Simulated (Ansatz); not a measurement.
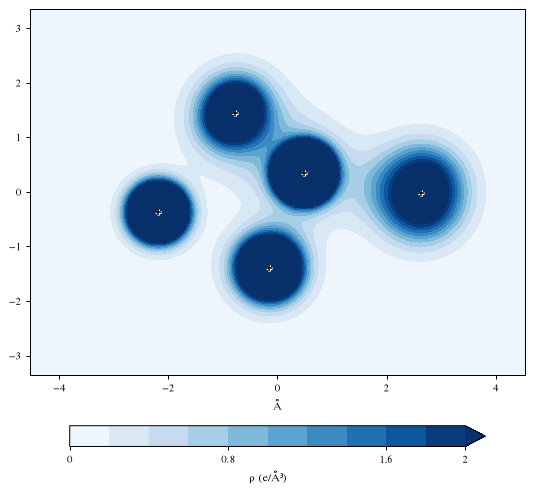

The electron density on a plane through atoms (crosses mark nuclei in the plane).

The calculation used Ansatz, isolated molecule in a Gaussian basis; Kohn-Sham density functional theory, functional PBE0.

Candidates:
A. CH3BF3Ge (charge +1)
B. ClFGeNNa
C. CH4KN

**Which system is this?**

Candidate B: ClFGeNNa on the molecular plane, which holds Cl, F, Ge, N and Na. Ge–N (1.68 Å): ρ at the midpoint is about 1.2 e/Å³. Ge–F (1.86 Å): the density is about 0.73 e/Å³ at the midpoint.
